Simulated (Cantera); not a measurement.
Charge: 1 mol B2H6, 5.3 mol H2O, 27 mol H2, at 1527 °C.

These are equilibrium values from Cantera (NASA tables, ideal gas, pure condensed phases), not measurements of a reactor. Candidate condensed phases: B, B2O3, B3O3H3, H2O; 23 gas species. The feed counts by its element totals alone. Equilibrium is a limit: real reactors are often held back by kinetics, nucleation or transport.

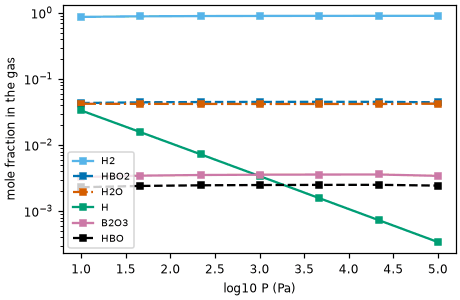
Equilibrium gas composition (values under 1e-9 drawn at 1e-9)

### Question
Read off the mole fractions at 10.0 Pa.

### Answer
H2 about 0.87, HBO2 about 0.043, H2O about 0.042, H about 0.033, B2O3 about 0.0033, HBO about 0.0023.
